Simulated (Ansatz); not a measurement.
## How Rh(100) screens a field

Wanted: the response of a Rh(100) slab to a perpendicular field.

Calculated with Ansatz 0.2.0; plane-wave DFT, PBE, Ansatz PAW.

## (1) Set-up

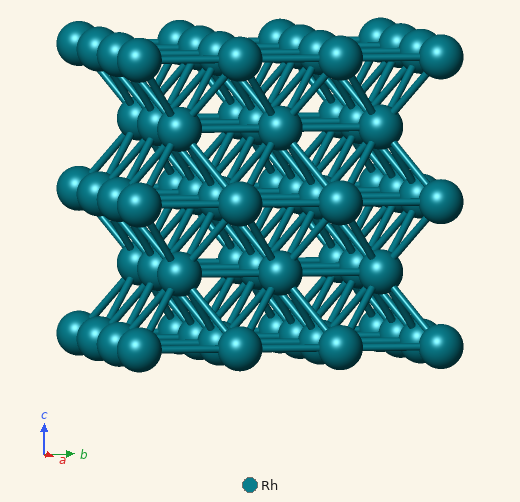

Start, viewed from the side, with the c axis up; rhodium blue. 3×3×1 cells are drawn. Some periodic images of atoms are drawn too.

The cell holds 5 atoms: 5 Rh. Its edges and angles: a = 2.687 Å, b = 2.687 Å, c = 25.600 Å, α = 90.0°, β = 90.0°, γ = 90.0°. Vacuum lies along c.

## (2) Single point, field 0

A sawtooth potential applies the field, turning back in the middle of the vacuum. With the dipole correction the typed value is the field outside the slab. The induced dipole is small, so the SCF threshold is tight.

File input.yaml:

```yaml
crystal:
  lattice:
    - [2.6870057685, 0.0, 0.0]
    - [0.0, 2.6870057685, 0.0]
    - [0.0, 0.0, 25.6]
  atoms:
    - { symbol: Rh, position: [0.0, 0.0, 0.3515625] }
    - { symbol: Rh, position: [0.5, 0.5, 0.42578125] }
    - { symbol: Rh, position: [0.0, 0.0, 0.5] }
    - { symbol: Rh, position: [0.5, 0.5, 0.57421875] }
    - { symbol: Rh, position: [0.0, 0.0, 0.6484375] }
kpoints:
  mp_grid: { grid: [18, 18, 1] }
hamiltonian:
  xc: pbe
scf:
  occupations: { method: fermi_dirac, width: 0.1 }
  convergence: { dr2_threshold: 1.0e-10 }
efield:
  axis: 3
  dipole_correction: true
  ramp_position: 0.97
  ramp_width: 0.06
  amplitude: 0
output:
  forces: true
  write_potential: true
  write_density: true
  volumetric_format: npy
```

Run with:

```
$ ansatz run input.yaml --threads 2 --pin off --max-ram 3072MiB --backend cpu --events-out ev --progress --plain --runs-dir out
```

Numbers of over 12 decimals in the logs are rounded to 6 here.

The program printed:

```text
Engine: ansatz 0.2.0, aarch64-unknown-linux-gnu
Pseudopotentials: kind: paw
Pseudopotential: Rh, paw, valence charge 17, recommended cutoff 420 eV (normal), Rh.paw.azcp
Functional definition: PBE
  parameter kappa = 0.804
  parameter beta = 0.066725
  exchange = pbe_x(kappa = kappa, mu = beta*pi^2/3)
  correlation = pbe_c(beta = beta)
Crystal: 5 atoms, lattice volume = 184.832 Å³
Basis set: ecut = 420 eV, 3657 PW (Γ), exchange–correlation on 36×36×360 points (8 copies of the dense FFT grid, shifted against one another)
Bands: 51, of which v1, the nominal top of the filled ones, is band 43 counted from 1 (42 counted from 0)
Symmetry: 8 space group operations
k-points: 55 of 324
Non-local potential: Rh, projectors of the file, l = 0: 3, l = 1: 2, l = 2: 2, l = 3: 1
PAW form: soft (Blöchl's): semilocal exchange-correlation on the pseudo side does not see the compensation charge
PAW one-centre angular grid: Rh, 590 points (default); XC on 64 Gauss nodes
Initial density: superposition of atomic densities (neutral atoms: chi_scale 0, normalization atom), corrected by the library's trained network
Initial wavefunctions: pseudopotential atomic-orbital guess
Functional: x = pbe(κ = 0.804, μ = 0.219515), c = pbe(β = 0.066725)
SCF iter   1: F=—  HF=-32012.371521 eV  |F-HF|=—  |Δ(HF+E_count)|=         —  Δρ=4.98e-3  dr2=1.49e-1  ethr=1.77e-3  p=-0.000 e·Å  D=-1.23e-13 V/Å  ΔV_dip=0.00 eV  dr2_dipole=8.20e-9  V_vac-E_F(+/−)=4.74/4.74 eV  ⟨swp⟩=9.1  Hψ=13304  notcnv=0  defer=7
efield: sawtooth ramp at fractional position 0.9700 (set: `efield.ramp_position`, or a place that a band, a saddle search or an elastic batch's reference lends), width 0.0600; the density the first Hamiltonian is built on has a dipole p = -0.000 e·Å; the dipole correction subtracts the counter field D = -1.23e-13 V/Å, which shifts the + side's vacuum level by +0.00 eV against the − side's; the planar-averaged density in the ramp window peaks in size at 4.8e-6 e/Å³
preconditioner: auto → LDOS  [metal: Δε(μ)=0.012 eV  Ē_g=5.342 eV  σ=0.100 eV  W_gap=0.03  n_scr=38 (ndim 8)  ℏωp=18.3 eV  f_vac=0.571  D(μ)=7.99/eV (n_scr^D=74)  β→1.0]
SCF iter   2: F=—  HF=-32012.369757 eV  |F-HF|=—  |Δ(HF+E_count)|=   1.76e-3  Δρ=3.90e-3  dr2=2.69e-2  ethr=1.75e-4  p=-0.000 e·Å  D=-7.03e-6 V/Å  ΔV_dip=0.00 eV  dr2_dipole=1.44e-8  V_vac-E_F(+/−)=5.08/5.08 eV  ⟨swp⟩=2.2  Hψ=4529  notcnv=0  defer=19
SCF iter   3: F=—  HF=-32012.365173 eV  |F-HF|=—  |Δ(HF+E_count)|=   4.58e-3  Δρ=8.03e-4  dr2=3.21e-3  ethr=3.16e-5  p=-0.000 e·Å  D=-2.28e-6 V/Å  ΔV_dip=0.00 eV  dr2_dipole=3.36e-10  V_vac-E_F(+/−)=5.02/5.02 eV  ⟨swp⟩=2.3  Hψ=4771  notcnv=0  defer=19
SCF iter   4: F=—  HF=-32012.364777 eV  |F-HF|=—  |Δ(HF+E_count)|=   3.96e-4  Δρ=2.79e-4  dr2=1.74e-4  ethr=3.78e-6  p=-0.000 e·Å  D=-1.31e-6 V/Å  ΔV_dip=0.00 eV  dr2_dipole=2.12e-11  V_vac-E_F(+/−)=5.05/5.05 eV  ⟨swp⟩=2.4  Hψ=4235  notcnv=0  defer=19
SCF iter   5: F=—  HF=-32012.364776 eV  |F-HF|=—  |Δ(HF+E_count)|=   1.59e-6  Δρ=7.13e-5  dr2=2.78e-5  ethr=2.05e-7  p=-0.000 e·Å  D=-8.39e-7 V/Å  ΔV_dip=0.00 eV  dr2_dipole=4.12e-11  V_vac-E_F(+/−)=5.06/5.06 eV  ⟨swp⟩=2.1  Hψ=4094  notcnv=0  defer=19
SCF iter   6: F=—  HF=-32012.364509 eV  |F-HF|=—  |Δ(HF+E_count)|=   2.67e-4  Δρ=3.61e-5  dr2=3.61e-6  ethr=3.27e-8  p=-0.000 e·Å  D=-2.26e-7 V/Å  ΔV_dip=0.00 eV  dr2_dipole=9.53e-12  V_vac-E_F(+/−)=5.07/5.07 eV  ⟨swp⟩=2.1  Hψ=4021  notcnv=0  defer=19
SCF iter   7: F=—  HF=-32012.364510 eV  |F-HF|=—  |Δ(HF+E_count)|=   5.03e-7  Δρ=1.24e-5  dr2=2.97e-7  ethr=4.24e-9  p=-0.000 e·Å  D=-2.27e-8 V/Å  ΔV_dip=0.00 eV  dr2_dipole=7.69e-12  V_vac-E_F(+/−)=5.07/5.07 eV  ⟨swp⟩=2.2  Hψ=4371  notcnv=0  defer=19
SCF iter   8: F=—  HF=-32012.364511 eV  |F-HF|=—  |Δ(HF+E_count)|=   1.51e-6  Δρ=4.20e-6  dr2=2.59e-8  ethr=3.50e-10  p=-0.000 e·Å  D=-1.17e-8 V/Å  ΔV_dip=0.00 eV  dr2_dipole=1.95e-13  V_vac-E_F(+/−)=5.07/5.07 eV  ⟨swp⟩=2.7  Hψ=4823  notcnv=0  defer=19
SCF iter   9: F=—  HF=-32012.364511 eV  |F-HF|=—  |Δ(HF+E_count)|=   2.15e-7  Δρ=1.40e-6  dr2=3.17e-9  ethr=3.04e-11  p=-0.000 e·Å  D=-8.24e-9 V/Å  ΔV_dip=0.00 eV  dr2_dipole=8.88e-15  V_vac-E_F(+/−)=5.07/5.07 eV  ⟨swp⟩=2.5  Hψ=4952  notcnv=0  defer=19
SCF iter  10: F=—  HF=-32012.364511 eV  |F-HF|=—  |Δ(HF+E_count)|=   4.51e-9  Δρ=3.74e-7  dr2=2.59e-10  ethr=3.73e-12  p=-0.000 e·Å  D=-4.39e-9 V/Å  ΔV_dip=0.00 eV  dr2_dipole=1.04e-14  V_vac-E_F(+/−)=5.07/5.07 eV  ⟨swp⟩=2.3  Hψ=4199  notcnv=0  defer=19
SCF iter  11: F=-32012.364511 eV  HF=-32012.364511 eV  |F-HF|=1.07e-9  |Δ(HF+E_count)|=   4.73e-9  Δρ=1.33e-7  dr2=3.16e-11  ethr=1.00e-12  p=-0.000 e·Å  D=-1.29e-9 V/Å  ΔV_dip=0.00 eV  dr2_dipole=7.07e-16  V_vac-E_F(+/−)=5.07/5.07 eV  ⟨swp⟩=12.0  Hψ=17464  notcnv=0
SCF 1 converged in 11 iterations: F = -32012.364511 eV  dr2 = 3.16e-11
  greatest PAW one-centre occupation: 1.000 electrons in one spin orbital (limit 2), on the Rh atom at site 2 (counted from 0), in its partial waves of l = 0
WARN: The output density's exchange-correlation potential varies sharply where the density is thin. Do not read a vacuum level from v_tot or v_xc, or from such a field of the output density. On a cell that repeats whose density bears no net charge and no dipole along the vacuum's axis use v_es (v_loc + v_h of the components); under efield.dipole_correction with no amplitude use v_es + v_field, which holds any externa [...]
SCF converged after 11 iterations
Free energy (F): -32012.364511 eV
Harris-Foulkes:  -32012.364511 eV  (|F-HF|=1.07e-9)
Internal energy: -32012.092522 eV  (E = F + TS)
E sigma→0 (E₀):  -32012.228517 eV
Entropy (-TS):   -0.271989 eV (-54.398 meV/atom)
Fermi energy:    5.149736 eV
Dipole field:    D = 0.000000 V/Å  (p = 0.000000 e·Å, saw-weighted, corrected)
Work function:   Φ+ = 5.0736 eV   Φ− = 5.0736 eV
Levels:          The Fermi level and band energies are counted from a zero that moves with the ramp; work functions are not
--- Per-component energies (eV) ---
  E_band       = -1866.903502
  E_kinetic    = 2863.118948
  E_local      = -162875.684323  (includes V_loc(G=0)·N_el)
  E_nonlocal   = 1777.645280
  E_hartree    = 79556.969097
  E_xc         = -1105.855022
  E_vxc        = -1387.751899  (∫ρ·V_xc dr)
  E_paw        = -17936.271686  (= ΣΔE_a)
  E_vpaw       = -1358.174885  (= ΣTr[D̂ρ^β])
  E_aug_tail   = 0.004257  (compensation charges beyond the density's cutoff)
  E_efield     = 0.000000  (sawtooth field / dipole correction)
  E_vefield    = 0.000000  (∫n·V_field dr)
  E_ewald      = 65707.980927
  E_smearing   = -0.271989  (= −TS)
  E_closure    = 0.000000  (closes the sum)
  Σ components = -32012.364511   (vs F -32012.364511, Δ=0.00e0)
--- Forces (eV/Å), atoms counted from 1 ---
  atom   1  Rh    -0.00000000     0.00000000     0.31017331
  atom   2  Rh     0.00000000     0.00000000    -0.62937039
  atom   3  Rh    -0.00000000     0.00000000     0.00000001
  atom   4  Rh     0.00000000     0.00000000     0.62937038
  atom   5  Rh    -0.00000000     0.00000000    -0.31017331
  max |Σ_I F_I| component: 1.36e-9 eV/Å
--- Band table (eV; the first three rows and the last of 55) ---
  k-point 0: bands = [... 39 lower, 4.2982, 4.6592, 4.7035, 5.2076, 5.2891, 5.2891, 5.6635, 5.7722, ... 4 higher]
  k-point 1: bands = [... 39 lower, 4.2776, 4.7613, 4.9795, 4.9848, 5.0171, 5.4581, 5.5817, 5.6494, ... 4 higher]
  k-point 2: bands = [... 39 lower, 4.2105, 4.6504, 4.7108, 4.8306, 4.8655, 5.4337, 5.4870, 5.6662, ... 4 higher]
  k-point 54: bands = [... 39 lower, 5.5539, 6.1266, 6.1529, 6.1546, 6.6834, 6.6835, 9.4572, 9.4572, ... 4 higher]
```

It took 51 s on 2 threads of Arm Neoverse V1, shared host; peak memory 0.59 GiB; 1.7 min of CPU time.

The column dr2 measures how far the density is from self-consistency, as an energy; F and HF (Harris–Foulkes) agree once it is small.

Numbers from this step:

```yaml
energy_at_zero_smearing: -32012.2285 eV
work_function_upper_face: 5.074 eV
dipole_along_the_normal: 3.67e-8 e·Å
```

Running mean over 1.9 Å of the planar mean; the ramp of the sawtooth is left out. The electron's electrostatic potential energy less the Fermi level by z:

```
z (Å)  electron's electrostatic potential energy less the Fermi level (eV)
    3                                                                 5.07
    4                                                                 5.07
    5                                                                 5.07
    6                                                                 5.02
    7                                                                 4.38
    8                                                                -3.60
    9                                                                -12.4
   10                                                                -13.0
   11                                                                -13.2
   12                                                                -13.3
   13                                                                -13.3
   14                                                                -13.2
   15                                                                -13.1
   16                                                                -12.9
   17                                                                -10.7
   18                                                                 1.31
   19                                                                 4.83
   20                                                                 5.06
   21                                                                 5.07
   22                                                                 5.07
```

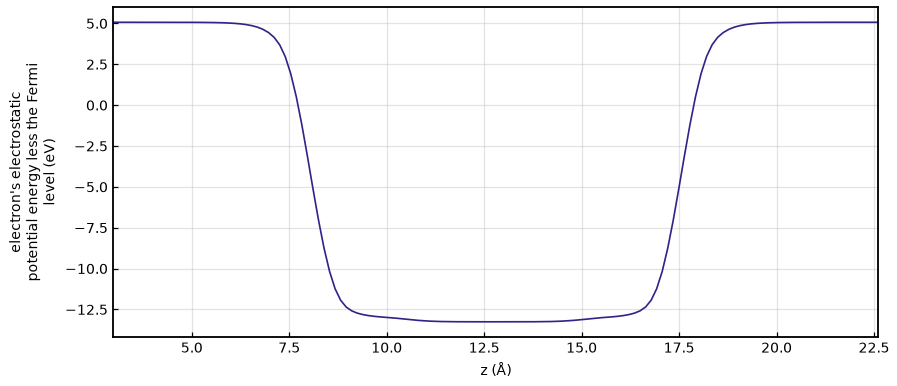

Electron's electrostatic potential energy less the Fermi level, plotted against z.

Force by atom:

```csv
atom,x (eV/Å),y (eV/Å),z (eV/Å),size
Rh1,0.000,0.000,0.310,0.310
Rh2,0.000,0.000,-0.629,0.629
Rh3,0.000,0.000,0.000,0.000
Rh4,0.000,0.000,0.629,0.629
Rh5,0.000,0.000,-0.310,0.310
```

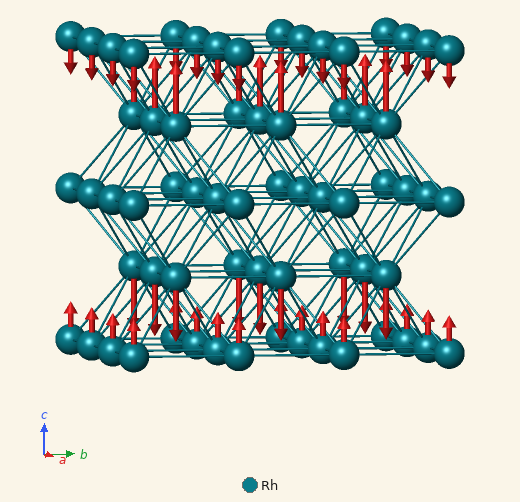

Force as arrows, the longest 0.629 eV/Å. 3×3×1 cells are drawn. Some periodic images of atoms are drawn too.

The work function of the upper face is 5.07 eV.

## (3) Single point, field 0.05 V/Å

Changes to input.yaml since step 2:

```diff
@@ -23,3 +23,3 @@
   ramp_width: 0.06
-  amplitude: 0
+  amplitude: 0.05
 output:
```

The program printed:

```text
[...]
Crystal: 5 atoms, lattice volume = 184.832 Å³
Basis set: ecut = 420 eV, 3657 PW (Γ), exchange–correlation on 36×36×360 points (8 copies of the dense FFT grid, shifted against one another)
Bands: 51, of which v1, the nominal top of the filled ones, is band 43 counted from 1 (42 counted from 0)
Symmetry: 8 space group operations
k-points: 55 of 324
[...]
k-point 0: bands = [... 39 lower, 4.2980, 4.6590, 4.7034, 5.2075, 5.2890, 5.2890, 5.6634, 5.7720, ... 4 higher]
  k-point 1: bands = [... 39 lower, 4.2774, 4.7611, 4.9791, 4.9847, 5.0171, 5.4580, 5.5816, 5.6492, ... 4 higher]
  k-point 2: bands = [... 39 lower, 4.2104, 4.6502, 4.7107, 4.8304, 4.8654, 5.4336, 5.4869, 5.6660, ... 4 higher]
  k-point 54: bands = [... 39 lower, 5.5538, 6.1264, 6.1527, 6.1545, 6.6833, 6.6833, 9.4571, 9.4571, ... 4 higher]
[key lines of the parts left out:]
SCF converged after 13 iterations
Free energy (F): -32012.365057 eV
Fermi energy:    5.149583 eV
Dipole field:    D = 0.021377 V/Å  (p = 0.021835 e·Å, saw-weighted, corrected)
```

Wall time 65 s (2 threads); peak memory 0.57 GiB.

The dipole is 0.0218 e·Å.

## (4) Single point, field -0.05 V/Å

Changes to input.yaml since step 3:

```diff
@@ -23,3 +23,3 @@
   ramp_width: 0.06
-  amplitude: 0.05
+  amplitude: -0.05
 output:
```

The program printed:

```text
[...]
Crystal: 5 atoms, lattice volume = 184.832 Å³
Basis set: ecut = 420 eV, 3657 PW (Γ), exchange–correlation on 36×36×360 points (8 copies of the dense FFT grid, shifted against one another)
Bands: 51, of which v1, the nominal top of the filled ones, is band 43 counted from 1 (42 counted from 0)
Symmetry: 8 space group operations
k-points: 55 of 324
[...]
k-point 0: bands = [... 39 lower, 4.2980, 4.6590, 4.7034, 5.2075, 5.2890, 5.2890, 5.6634, 5.7720, ... 4 higher]
  k-point 1: bands = [... 39 lower, 4.2774, 4.7611, 4.9791, 4.9847, 5.0171, 5.4580, 5.5816, 5.6492, ... 4 higher]
  k-point 2: bands = [... 39 lower, 4.2104, 4.6502, 4.7107, 4.8304, 4.8654, 5.4336, 5.4869, 5.6660, ... 4 higher]
  k-point 54: bands = [... 39 lower, 5.5538, 6.1264, 6.1527, 6.1545, 6.6833, 6.6833, 9.4571, 9.4571, ... 4 higher]
[key lines of the parts left out:]
SCF converged after 13 iterations
Free energy (F): -32012.365057 eV
Fermi energy:    5.149582 eV
Dipole field:    D = -0.021377 V/Å  (p = -0.021835 e·Å, saw-weighted, corrected)
```

Wall time 60 s (2 threads); peak memory 0.58 GiB.

The dipole is -0.0218 e·Å.

## (5) Atoms held, field 0.1 V/Å

Changes to input.yaml since step 4:

```diff
@@ -23,3 +23,3 @@
   ramp_width: 0.06
-  amplitude: -0.05
+  amplitude: 0.1
 output:
```

The program printed:

```text
[...]
Crystal: 5 atoms, lattice volume = 184.832 Å³
Basis set: ecut = 420 eV, 3657 PW (Γ), exchange–correlation on 36×36×360 points (8 copies of the dense FFT grid, shifted against one another)
Bands: 51, of which v1, the nominal top of the filled ones, is band 43 counted from 1 (42 counted from 0)
Symmetry: 8 space group operations
k-points: 55 of 324
[...]
k-point 0: bands = [... 39 lower, 4.2976, 4.6585, 4.7029, 5.2070, 5.2885, 5.2885, 5.6629, 5.7716, ... 4 higher]
  k-point 1: bands = [... 39 lower, 4.2770, 4.7607, 4.9780, 4.9842, 5.0173, 5.4575, 5.5811, 5.6487, ... 4 higher]
  k-point 2: bands = [... 39 lower, 4.2099, 4.6497, 4.7102, 4.8300, 4.8649, 5.4332, 5.4864, 5.6655, ... 4 higher]
  k-point 54: bands = [... 39 lower, 5.5533, 6.1260, 6.1522, 6.1542, 6.6829, 6.6829, 9.4566, 9.4566, ... 4 higher]
[key lines of the parts left out:]
SCF converged after 13 iterations
Free energy (F): -32012.366695 eV
Fermi energy:    5.149148 eV
Dipole field:    D = 0.042754 V/Å  (p = 0.043671 e·Å, saw-weighted, corrected)
```

It took 60 s on 2 threads; peak memory 0.57 GiB.

The dipole is 0.0437 e·Å.

## (6) Atoms held, field -0.1 V/Å

Changes to input.yaml since step 5:

```diff
@@ -23,3 +23,3 @@
   ramp_width: 0.06
-  amplitude: 0.1
+  amplitude: -0.1
 output:
```

The program printed:

```text
[...]
Crystal: 5 atoms, lattice volume = 184.832 Å³
Basis set: ecut = 420 eV, 3657 PW (Γ), exchange–correlation on 36×36×360 points (8 copies of the dense FFT grid, shifted against one another)
Bands: 51, of which v1, the nominal top of the filled ones, is band 43 counted from 1 (42 counted from 0)
Symmetry: 8 space group operations
k-points: 55 of 324
[...]
k-point 0: bands = [... 39 lower, 4.2976, 4.6585, 4.7029, 5.2071, 5.2885, 5.2885, 5.6629, 5.7716, ... 4 higher]
  k-point 1: bands = [... 39 lower, 4.2770, 4.7607, 4.9780, 4.9842, 5.0173, 5.4575, 5.5811, 5.6487, ... 4 higher]
  k-point 2: bands = [... 39 lower, 4.2099, 4.6497, 4.7102, 4.8300, 4.8649, 5.4332, 5.4864, 5.6655, ... 4 higher]
  k-point 54: bands = [... 39 lower, 5.5533, 6.1260, 6.1522, 6.1542, 6.6829, 6.6829, 9.4566, 9.4566, ... 4 higher]
[key lines of the parts left out:]
SCF converged after 13 iterations
Free energy (F): -32012.366695 eV
Fermi energy:    5.149148 eV
Dipole field:    D = -0.042754 V/Å  (p = -0.043671 e·Å, saw-weighted, corrected)
```

Run time: 60 s. Hardware: 2 threads; peak memory 0.57 GiB.

The dipole is -0.0437 e·Å.

## (7) Atoms held, field 0.2 V/Å

Changes to input.yaml since step 6:

```diff
@@ -23,3 +23,3 @@
   ramp_width: 0.06
-  amplitude: -0.1
+  amplitude: 0.2
 output:
```

The program printed:

```text
[...]
Crystal: 5 atoms, lattice volume = 184.832 Å³
Basis set: ecut = 420 eV, 3657 PW (Γ), exchange–correlation on 36×36×360 points (8 copies of the dense FFT grid, shifted against one another)
Bands: 51, of which v1, the nominal top of the filled ones, is band 43 counted from 1 (42 counted from 0)
Symmetry: 8 space group operations
k-points: 55 of 324
[...]
k-point 0: bands = [... 39 lower, 4.2958, 4.6565, 4.7012, 5.2053, 5.2868, 5.2868, 5.6612, 5.7698, ... 4 higher]
  k-point 1: bands = [... 39 lower, 4.2752, 4.7589, 4.9738, 4.9825, 5.0178, 5.4558, 5.5794, 5.6468, ... 4 higher]
  k-point 2: bands = [... 39 lower, 4.2082, 4.6477, 4.7085, 4.8282, 4.8632, 5.4314, 5.4847, 5.6636, ... 4 higher]
  k-point 54: bands = [... 39 lower, 5.5516, 6.1243, 6.1501, 6.1527, 6.6811, 6.6811, 9.4549, 9.4549, ... 4 higher]
[key lines of the parts left out:]
SCF converged after 13 iterations
Free energy (F): -32012.373246 eV
Fermi energy:    5.147405 eV
Dipole field:    D = 0.085519 V/Å  (p = 0.087353 e·Å, saw-weighted, corrected)
```

Elapsed: 61 s, on 2 threads; peak memory 0.58 GiB; 2 min of CPU time.

The dipole is 0.0874 e·Å.

## (8) Atoms held, field -0.2 V/Å

Changes to input.yaml since step 7:

```diff
@@ -23,3 +23,3 @@
   ramp_width: 0.06
-  amplitude: 0.2
+  amplitude: -0.2
 output:
```

The program printed:

```text
[...]
Crystal: 5 atoms, lattice volume = 184.832 Å³
Basis set: ecut = 420 eV, 3657 PW (Γ), exchange–correlation on 36×36×360 points (8 copies of the dense FFT grid, shifted against one another)
Bands: 51, of which v1, the nominal top of the filled ones, is band 43 counted from 1 (42 counted from 0)
Symmetry: 8 space group operations
k-points: 55 of 324
[...]
k-point 0: bands = [... 39 lower, 4.2958, 4.6565, 4.7012, 5.2053, 5.2868, 5.2868, 5.6612, 5.7698, ... 4 higher]
  k-point 1: bands = [... 39 lower, 4.2752, 4.7589, 4.9738, 4.9825, 5.0178, 5.4558, 5.5794, 5.6468, ... 4 higher]
  k-point 2: bands = [... 39 lower, 4.2082, 4.6477, 4.7085, 4.8282, 4.8632, 5.4314, 5.4847, 5.6636, ... 4 higher]
  k-point 54: bands = [... 39 lower, 5.5516, 6.1243, 6.1501, 6.1527, 6.6811, 6.6811, 9.4549, 9.4549, ... 4 higher]
[key lines of the parts left out:]
SCF converged after 13 iterations
Free energy (F): -32012.373246 eV
Fermi energy:    5.147405 eV
Dipole field:    D = -0.085520 V/Å  (p = -0.087354 e·Å, saw-weighted, corrected)
```

The job ended after 60 s (2 threads; peak memory 0.57 GiB; 2 min of CPU time).

The dipole is -0.0874 e·Å.

(Continued in part 2 of 2.)

[Logs are printed without paths, hosts, clocks, repeated set-up lines and the standing remarks that a program may print on its own settings, such as how far it seeks lower states.]

[Hosts, paths, dates, database ids (printed as entryN), source tags and the programs' standing remarks are cut or masked in the printed files.]

[Maps of the electrostatic potential energy from Ansatz leave out the sawtooth potential of an applied field or a dipole correction, so their vacuum need not be flat; planar profiles and work functions include it.]
